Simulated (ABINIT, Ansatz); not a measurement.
# H3BrO (Cm): G0W0 with ABINIT, start to end, part 2 of 3

Aim: the G0W0 gap of H3BrO (Cm) on PBEsol, step by step.

ABINIT 10.8.3; PBEsol and many-body steps on it, plane waves. Known limits of the many-body steps: not at the basis limit; no spin-orbit coupling; coarse k mesh.

So far. Step 2 (Ground state): The gap is direct, at Γ.

## (3) Bands along the symmetry lines

Level of this step: DFT, PBEsol, plane waves, norm-conserving pseudopotentials (ABINIT).

Levels along a band path, at the cheap level, show where the edges lie and whether the meshes to come will hold them.

Input file run.abi:

```
acell 3*1.0 Angstrom
rprim 
  3.486419000000 -2.476209000000 0.000000000000
  3.486419000000 2.476209000000 0.000000000000
  -1.714341000000 -0.000000000000 4.084576000000
ntypat 3
znucl 1 35 8
natom 5
typat 1 1 1 2 3
xred 
  0.314472000000 0.314472000000 0.352441000000
  0.642675000000 0.307942000000 0.680036000000
  0.307942000000 0.642675000000 0.680036000000
  0.016087000000 0.016087000000 0.988660000000
  0.460242000000 0.460242000000 0.536286000000
pp_dirpath "pseudos"
pseudos "H.upf, Br.upf, O.upf"
ecut 36
iscf -2
irdden 1
kptopt 0
nkpt 76
kpt 
  0.00000000 0.00000000 0.00000000
  -0.04979090 0.04979090 0.00000000
  -0.09958180 0.09958180 0.00000000
  -0.14937270 0.14937270 0.00000000
  -0.19916360 0.19916360 0.00000000
  -0.24895451 0.24895451 0.00000000
  -0.29874541 0.29874541 0.00000000
  -0.34853631 0.34853631 0.00000000
  -0.39832721 0.39832721 0.00000000
  0.39832721 0.60167279 0.00000000
  0.41103631 0.58896369 0.00000000
  0.42374541 0.57625459 0.00000000
  0.43645451 0.56354549 0.00000000
  0.44916360 0.55083639 0.00000000
  0.46187270 0.53812730 0.00000000
  0.47458180 0.52541820 0.00000000
  0.48729090 0.51270910 0.00000000
  0.50000000 0.50000000 0.00000000
  0.43750000 0.43750000 0.00000000
  0.37500000 0.37500000 0.00000000
  0.31250000 0.31250000 0.00000000
  0.25000000 0.25000000 0.00000000
  0.18750000 0.18750000 0.00000000
  0.12500000 0.12500000 0.00000000
  0.06250000 0.06250000 0.00000000
  0.00000000 0.00000000 0.00000000
  0.06250000 0.06250000 -0.06250000
  0.12500000 0.12500000 -0.12500000
  0.18750000 0.18750000 -0.18750000
  0.25000000 0.25000000 -0.25000000
  0.31250000 0.31250000 -0.31250000
  0.37500000 0.37500000 -0.37500000
  0.43750000 0.43750000 -0.43750000
  0.50000000 0.50000000 -0.50000000
  0.47599611 0.52400389 -0.50000000
  0.45199221 0.54800779 -0.50000000
  0.42798832 0.57201168 -0.50000000
  0.40398443 0.59601557 -0.50000000
  0.37998054 0.62001946 -0.50000000
  0.35597665 0.64402335 -0.50000000
  0.33197275 0.66802725 -0.50000000
  0.30796886 0.69203114 -0.50000000
  -0.30796886 0.30796886 -0.50000000
  -0.26947275 0.26947275 -0.50000000
  -0.23097665 0.23097665 -0.50000000
  -0.19248054 0.19248054 -0.50000000
  -0.15398443 0.15398443 -0.50000000
  -0.11548832 0.11548832 -0.50000000
  -0.07699222 0.07699222 -0.50000000
  -0.03849611 0.03849611 -0.50000000
  0.00000000 0.00000000 -0.50000000
  0.00000000 0.00000000 -0.43750000
  0.00000000 0.00000000 -0.37500000
  0.00000000 0.00000000 -0.31250000
  0.00000000 0.00000000 -0.25000000
  0.00000000 0.00000000 -0.18750000
  0.00000000 0.00000000 -0.12500000
  0.00000000 0.00000000 -0.06250000
  0.00000000 0.00000000 0.00000000
  0.00000000 0.50000000 -0.50000000
  0.00000000 0.43750000 -0.43750000
  0.00000000 0.37500000 -0.37500000
  0.00000000 0.31250000 -0.31250000
  0.00000000 0.25000000 -0.25000000
  0.00000000 0.18750000 -0.18750000
  0.00000000 0.12500000 -0.12500000
  0.00000000 0.06250000 -0.06250000
  0.00000000 0.00000000 0.00000000
  0.00000000 0.06250000 0.00000000
  0.00000000 0.12500000 0.00000000
  0.00000000 0.18750000 0.00000000
  0.00000000 0.25000000 0.00000000
  0.00000000 0.31250000 0.00000000
  0.00000000 0.37500000 0.00000000
  0.00000000 0.43750000 0.00000000
  -0.00000000 0.50000000 0.00000000
istwfk *1
nband 15
nbdbuf 2
tolwfr 1e-08
nstep 40
prtwf 0
prtvol 0
indata_prefix "in"
outdata_prefix "out"
tmpdata_prefix "tmp"
```

Command:

```bash
> OMP_NUM_THREADS=1 mpirun -n 4 abinit run.abi > log
```

Numbers of over 12 decimals in the logs are rounded to 6 here.

The log of the run:

```text
.Version 10.8.3 of ABINIT. v10.8.2 released Aug 2026.

 Symmetries : space group Cm (#  8); Bravais mC (1-face-center monocl.)
[... echo of the input left out ...]
== DATASET  1 ==================================================================
-   mpi_nproc: 4, omp_nthreads: 1 (-1 if OMP is not activated)

--- !DatasetInfo
iteration_state: {dtset: 1, }
dimensions: {natom: 5, nkpt: 76, mband: 15, nsppol: 1, nspinor: 1, nspden: 1, mpw: 4940, }
cutoff_energies: {ecut:  36.0, pawecutdg:  -1.0, }
electrons: {nelect:   1.60000000E+01, charge:   0.00000000E+00, occopt:   1.00000000E+00, tsmear:   1.00000000E-02, }

 Real(R)+Recip(G) space primitive vectors, cartesian coordinates (Bohr,Bohr^-1):
 R(1)=  6.5883771 -4.6793568  0.0000000  G(1)=  0.0758912 -0.1068523  0.0318524
 R(2)=  6.5883771  4.6793568  0.0000000  G(2)=  0.0758912  0.1068523  0.0318524
 R(3)= -3.2396350  0.0000000  7.7187300  G(3)=  0.0000000  0.0000000  0.1295550
 Unit cell volume ucvol=  4.7592712E+02 bohr^3
 Angles (23,13,12)=  1.08392306E+02  1.08392306E+02  7.07681090E+01 degrees

 getcut: wavevector=  0.0000  0.0000  0.0000  ngfft=  45  45  48
         ecut(hartree)=     36.000   => boxcut(ratio)=   2.01608

--- Pseudopotential description ------------------------------------------------
- H Generated using ONCVPSP code by D. R. Hamann
-  1.00000   1.00000  180301                  znucl, zion, pspdat
12 -116133 1 -1 1180                          pspcod,pspxc,lmax,lloc,mmax
     nproj     2     1     0
  pspatm : epsatm=    0.35585368
         --- l  ekb(1:nproj) -->
             0   -1.674911   -0.523609
             1   -0.494138
 pspatm: atomic psp has been read  and splines computed

- Br Generated using ONCVPSP code by D. R. Hamann
- 35.00000   7.00000  180301                  znucl, zion, pspdat
12 -116133 2 -1 1098                          pspcod,pspxc,lmax,lloc,mmax
     nproj     2     2     2
  pspatm : epsatm=   10.94932683
         --- l  ekb(1:nproj) -->
             0    8.508690    0.897946
             1    5.393311    0.892021
[...]
pspatm: atomic psp has been read  and splines computed

- O Generated using ONCVPSP code by D. R. Hamann
-  8.00000   6.00000  180301                  znucl, zion, pspdat
12 -116133 2 -1 936                           pspcod,pspxc,lmax,lloc,mmax
     nproj     2     2     1
  pspatm : epsatm=    6.22910120
         --- l  ekb(1:nproj) -->
[...]
2   -1.335834
 pspatm: atomic psp has been read  and splines computed

--------------------------------------------------------------------------------

================================================================================
 prteigrs : about to open file out_EIG
 Non-SCF case, kpt    1 (  0.00000  0.00000  0.00000), residuals and eigenvalues=
  5.41E-09  3.91E-09  1.52E-09  3.23E-09  6.30E-09  1.03E-09  1.46E-09  4.75E-09
[...]
Non-SCF case, kpt   76 ( -0.00000  0.50000  0.00000), residuals and eigenvalues=
[...]
-8.3905E-01 -5.2731E-01 -3.6735E-01 -3.5445E-01 -2.0168E-01 -1.1699E-01
 -8.0196E-02 -6.2208E-02  1.9261E-01  2.6081E-01  2.7701E-01  2.8679E-01
[...]
--- !ResultsGS
iteration_state: {dtset: 1, }
comment   : Summary of ground state results
lattice_vectors:
- [  6.5883771,  -4.6793568,   0.0000000, ]
- [  6.5883771,   4.6793568,   0.0000000, ]
- [ -3.2396350,  -0.0000000,   7.7187300, ]
lattice_lengths: [   8.08103,    8.08103,    8.37102, ]
lattice_angles: [108.392, 108.392,  70.768, ] # degrees, (23, 13, 12)
lattice_volume:   4.7592712E+02
convergence: {deltae:  0.000E+00, res2:  0.000E+00, residm:  9.976E-09, diffor:  0.000E+00, }
etotal    :  -3.39985887E+01
entropy   :   0.00000000E+00
fermie    :  -5.54995185E-02
cartesian_stress_tensor: null
pressure_GPa: null
xred      :
- [  3.1447E-01,   3.1447E-01,   3.5244E-01,  H]
- [  6.4268E-01,   3.0794E-01,   6.8004E-01,  H]
- [  3.0794E-01,   6.4268E-01,   6.8004E-01,  H]
- [  1.6087E-02,   1.6087E-02,   9.8866E-01, Br]
- [  4.6024E-01,   4.6024E-01,   5.3629E-01,  O]
cartesian_forces: null
force_length_stats: {min: null, max: null, mean: null, }

 Integrated electronic density in atomic spheres:
 ------------------------------------------------
 Atom  Sphere_radius  Integrated_density
[...]
================================================================================

 ----iterations are completed or convergence reached----

 Mean square residual over all n,k,spin=   44.267E-10; max=  99.756E-10
 reduced coordinates (array xred) for    5 atoms
[...]
0.016087000000      0.016087000000      0.988660000000
       0.460242000000      0.460242000000      0.536286000000

 cartesian coordinates (angstrom) at end:
    1      1.588558     0.000000     1.439572
    2      2.148436    -0.828869     2.777659
    3      2.148436     0.828869     2.777659
    4     -1.582728     0.000000     4.038257
    5      2.289816    -0.000000     2.190501
 length scales=  1.889726125908  1.889726125908  1.889726125908 bohr
              =  1.000000000000  1.000000000000  1.000000000000 angstroms
 prteigrs : about to open file out_EIG
 Eigenvalues (hartree) for nkpt=  76  k points:
 kpt#   1, nband= 15, wtk=  1.00000, kpt=  0.0000  0.0000  0.0000 (reduced coord)
[...]
kpt#   2, nband= 15, wtk=  1.00000, kpt= -0.0498  0.0498  0.0000 (reduced coord)
[...]
kpt#   3, nband= 15, wtk=  1.00000, kpt= -0.0996  0.0996  0.0000 (reduced coord)
[...]
kpt#  75, nband= 15, wtk=  1.00000, kpt=  0.0000  0.4375  0.0000 (reduced coord)
  -0.83909   -0.52715   -0.36737   -0.35492   -0.20147   -0.11561   -0.08005   -0.06210
   0.18936    0.25853    0.27479    0.28461    0.30858    0.32036    0.38880
 kpt#  76, nband= 15, wtk=  1.00000, kpt=  0.0000  0.5000  0.0000 (reduced coord)
  -0.83905   -0.52731   -0.36735   -0.35445   -0.20168   -0.11699   -0.08020   -0.06221
   0.19261    0.26081    0.27701    0.28679    0.30238    0.31864    0.38722

== END DATASET(S) ==============================================================
================================================================================

 -outvars: echo values of variables after computation  --------
            nband          15
             nkpt          76
          spgroup           8
 [... the other variables as echoed above ...]

 Calculation completed.
```

Wall time 31 s (4 MPI ranks of Intel Xeon Platinum 8175M at 2.50GHz (Skylake/Cascade Lake), shared host); peak memory 0.38 GiB.

This step gave:

* gap: 4.312 eV
* k of the valence top: 0, 0, 0
* k of the conduction bottom: 0, 0, 0
* least direct gap: 4.312 eV

The gap is 4.312 eV, as in the run before at this level.

Electronic bands along the path, in eV, zero at the top of the highest filled band; v1 is the highest filled band, c1 the lowest empty one:

```csv
point,v4,v3,v2,v1,c1,c2,c3,c4
Γ,-3.85,-0.59,-0.49,0.00,4.31,8.19,8.56,9.19
C,-4.20,-1.10,-0.83,-0.47,6.73,7.33,8.75,8.85
jump to C2,-4.20,-1.10,-0.83,-0.47,6.73,7.33,8.75,8.85
Y2,-4.24,-1.00,-0.77,-0.50,6.20,7.32,8.84,8.85
Γ,-3.85,-0.59,-0.49,0.00,4.31,8.19,8.56,9.19
M2,-4.05,-1.28,-1.07,-1.02,6.53,8.66,8.71,9.92
D,-4.15,-1.12,-0.90,-0.68,6.89,7.72,8.96,9.53
jump to D2,-4.15,-1.12,-0.90,-0.68,6.89,7.72,8.96,9.53
A,-3.96,-1.71,-0.58,-0.11,6.79,8.43,9.24,9.28
Γ,-3.85,-0.59,-0.49,0.00,4.31,8.19,8.56,9.19
jump to L2,-4.19,-0.97,-0.82,-0.36,6.08,7.48,9.02,9.20
Γ,-3.85,-0.59,-0.49,0.00,4.31,8.19,8.56,9.19
V2,-3.98,-1.67,-0.67,-0.18,6.75,8.61,9.05,9.31
```

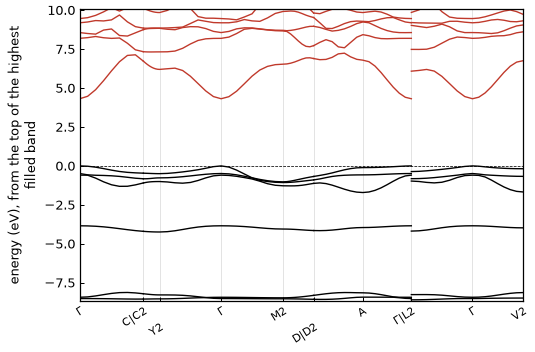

Electronic bands along the path; lines of filled and empty bands in two colours.

## (4) Empty states on the mesh, 4×4×2 mesh, 46 bands

The sums over transitions need many empty states on a uniform mesh; this step solves for them.

Input file run.abi:

```
acell 3*1.0 Angstrom
rprim 
  3.486419000000 -2.476209000000 0.000000000000
  3.486419000000 2.476209000000 0.000000000000
  -1.714341000000 -0.000000000000 4.084576000000
ntypat 3
znucl 1 35 8
natom 5
typat 1 1 1 2 3
xred 
  0.314472000000 0.314472000000 0.352441000000
  0.642675000000 0.307942000000 0.680036000000
  0.307942000000 0.642675000000 0.680036000000
  0.016087000000 0.016087000000 0.988660000000
  0.460242000000 0.460242000000 0.536286000000
pp_dirpath "pseudos"
pseudos "H.upf, Br.upf, O.upf"
ecut 36
ngkpt 4 4 2
nshiftk 1
shiftk 0 0 0
kptopt 1
chksymbreak 0
iscf -2
irdden 1
istwfk *1
nband 46
nbdbuf 4
tolwfr 1e-09
nstep 60
prtvol 0
indata_prefix "in"
outdata_prefix "out"
tmpdata_prefix "tmp"
```

The log of the run:

```text
.Version 10.8.3 of ABINIT. v10.8.2 released Aug 2026.

 Symmetries : space group Cm (#  8); Bravais mC (1-face-center monocl.)
[... echo of the input left out ...]
== DATASET  1 ==================================================================
-   mpi_nproc: 4, omp_nthreads: 1 (-1 if OMP is not activated)

--- !DatasetInfo
iteration_state: {dtset: 1, }
dimensions: {natom: 5, nkpt: 14, mband: 46, nsppol: 1, nspinor: 1, nspden: 1, mpw: 4928, }
cutoff_energies: {ecut:  36.0, pawecutdg:  -1.0, }
electrons: {nelect:   1.60000000E+01, charge:   0.00000000E+00, occopt:   1.00000000E+00, tsmear:   1.00000000E-02, }

 Real(R)+Recip(G) space primitive vectors, cartesian coordinates (Bohr,Bohr^-1):
 R(1)=  6.5883771 -4.6793568  0.0000000  G(1)=  0.0758912 -0.1068523  0.0318524
 R(2)=  6.5883771  4.6793568  0.0000000  G(2)=  0.0758912  0.1068523  0.0318524
 R(3)= -3.2396350  0.0000000  7.7187300  G(3)=  0.0000000  0.0000000  0.1295550
 Unit cell volume ucvol=  4.7592712E+02 bohr^3
 Angles (23,13,12)=  1.08392306E+02  1.08392306E+02  7.07681090E+01 degrees

 getcut: wavevector=  0.0000  0.0000  0.0000  ngfft=  45  45  48
         ecut(hartree)=     36.000   => boxcut(ratio)=   2.01608

--- Pseudopotential description ------------------------------------------------
- H Generated using ONCVPSP code by D. R. Hamann
-  1.00000   1.00000  180301                  znucl, zion, pspdat
12 -116133 1 -1 1180                          pspcod,pspxc,lmax,lloc,mmax
     nproj     2     1     0
  pspatm : epsatm=    0.35585368
         --- l  ekb(1:nproj) -->
             0   -1.674911   -0.523609
             1   -0.494138
 pspatm: atomic psp has been read  and splines computed

- Br Generated using ONCVPSP code by D. R. Hamann
- 35.00000   7.00000  180301                  znucl, zion, pspdat
12 -116133 2 -1 1098                          pspcod,pspxc,lmax,lloc,mmax
     nproj     2     2     2
  pspatm : epsatm=   10.94932683
         --- l  ekb(1:nproj) -->
             0    8.508690    0.897946
             1    5.393311    0.892021
[...]
pspatm: atomic psp has been read  and splines computed

- O Generated using ONCVPSP code by D. R. Hamann
-  8.00000   6.00000  180301                  znucl, zion, pspdat
12 -116133 2 -1 936                           pspcod,pspxc,lmax,lloc,mmax
     nproj     2     2     1
  pspatm : epsatm=    6.22910120
         --- l  ekb(1:nproj) -->
[...]
2   -1.335834
 pspatm: atomic psp has been read  and splines computed

--------------------------------------------------------------------------------

================================================================================
 prteigrs : about to open file out_EIG
 Non-SCF case, kpt    1 (  0.00000  0.00000  0.00000), residuals and eigenvalues=
  2.46E-10  1.25E-10  1.38E-10  1.40E-10  4.56E-10  5.78E-10  3.24E-10  8.34E-10
  1.10E-10  4.17E-11  6.59E-11  2.23E-10  2.46E-10  9.57E-11  1.55E-10  1.83E-10
  1.66E-10  3.36E-10  9.79E-11  2.45E-10  7.84E-10  2.05E-10  7.56E-10  1.95E-10
[...]
9.03E-10  6.79E-10  7.40E-09  3.76E-06  2.97E-05  1.65E-04
 -8.3996E-01 -5.2283E-01 -3.6854E-01 -3.6551E-01 -1.9685E-01 -7.7321E-02
 -7.3505E-02 -5.5500E-02  1.0297E-01  2.4547E-01  2.5910E-01  2.8218E-01
[...]
1.1135E+00  1.1137E+00  1.1439E+00  1.1635E+00  1.1854E+00  1.2047E+00
  1.2071E+00  1.2384E+00  1.2408E+00  1.2552E+00
 prteigrs : prtvol=0 or 1, do not print more k-points.

--- !ResultsGS
iteration_state: {dtset: 1, }
comment   : Summary of ground state results
lattice_vectors:
- [  6.5883771,  -4.6793568,   0.0000000, ]
- [  6.5883771,   4.6793568,   0.0000000, ]
- [ -3.2396350,  -0.0000000,   7.7187300, ]
lattice_lengths: [   8.08103,    8.08103,    8.37102, ]
lattice_angles: [108.392, 108.392,  70.768, ] # degrees, (23, 13, 12)
lattice_volume:   4.7592712E+02
convergence: {deltae:  0.000E+00, res2:  0.000E+00, residm:  9.915E-10, diffor:  0.000E+00, }
etotal    :  -3.39985887E+01
entropy   :   0.00000000E+00
fermie    :  -5.54995185E-02
cartesian_stress_tensor: null
pressure_GPa: null
xred      :
- [  3.1447E-01,   3.1447E-01,   3.5244E-01,  H]
- [  6.4268E-01,   3.0794E-01,   6.8004E-01,  H]
- [  3.0794E-01,   6.4268E-01,   6.8004E-01,  H]
- [  1.6087E-02,   1.6087E-02,   9.8866E-01, Br]
- [  4.6024E-01,   4.6024E-01,   5.3629E-01,  O]
cartesian_forces: null
force_length_stats: {min: null, max: null, mean: null, }

 Integrated electronic density in atomic spheres:
 ------------------------------------------------
 Atom  Sphere_radius  Integrated_density
[...]
================================================================================

 ----iterations are completed or convergence reached----

 Mean square residual over all n,k,spin=   41.167E-11; max=  99.146E-11
 reduced coordinates (array xred) for    5 atoms
[...]
0.016087000000      0.016087000000      0.988660000000
       0.460242000000      0.460242000000      0.536286000000

 cartesian coordinates (angstrom) at end:
    1      1.588558     0.000000     1.439572
    2      2.148436    -0.828869     2.777659
    3      2.148436     0.828869     2.777659
    4     -1.582728     0.000000     4.038257
    5      2.289816    -0.000000     2.190501
 length scales=  1.889726125908  1.889726125908  1.889726125908 bohr
              =  1.000000000000  1.000000000000  1.000000000000 angstroms
 prteigrs : about to open file out_EIG
 Eigenvalues (hartree) for nkpt=  14  k points:
 kpt#   1, nband= 46, wtk=  0.03125, kpt=  0.0000  0.0000  0.0000 (reduced coord)
[...]
0.76499    0.80730    0.81838    0.83926    0.93208    0.96753    0.97313    0.99054
   1.00002    1.05490    1.07473    1.10637    1.11347    1.11370    1.14394    1.16355
   1.18539    1.20465    1.20714    1.23838    1.24077    1.25522
 prteigrs : prtvol=0 or 1, do not print more k-points.

== END DATASET(S) ==============================================================
================================================================================

 -outvars: echo values of variables after computation  --------
            nband          46
             nkpt          14
          spgroup           8
 [... the other variables as echoed above ...]

 Calculation completed.
```

Elapsed: 31 s, on 4 MPI ranks; peak memory 0.35 GiB.

This step gave:

| Property | Result |
| --- | --- |
| gap | 4.312 eV |
| k of the valence top | 0, 0, 0 |
| k of the conduction bottom | 0, 0, 0 |
| least direct gap | 4.312 eV |
| k points computed | 14 |
| lowest point of the top converged band, above the valence top | 30.81 eV |

On this mesh the gap is 4.312 eV.

(Part 2 of 3 ends here.)

[Paths, hosts, dates, memory and timing lines, banners, echoed tables and standing remarks are left out of the program output.]

[Logs are printed without paths, hosts, clocks, repeated set-up lines and the standing remarks that a program may print on its own settings, such as how far it seeks lower states.]

[Runs of the session that timed out or met a known fault of the program may be left out.]

[Hosts, paths, dates, database ids (printed as entryN), source tags and the programs' standing remarks are cut or masked in the printed files.]

[G0W0 gaps are taken among the corrected bands and points alone; a level outside them can change the order at an edge.]

[Where Ansatz stands beside ABINIT at settings called matched, ABINIT's density can come from a denser mesh and the files from another edition; pairs whose starting gaps differed by over 0.03 eV were left out, so agreement reads better than it is.]
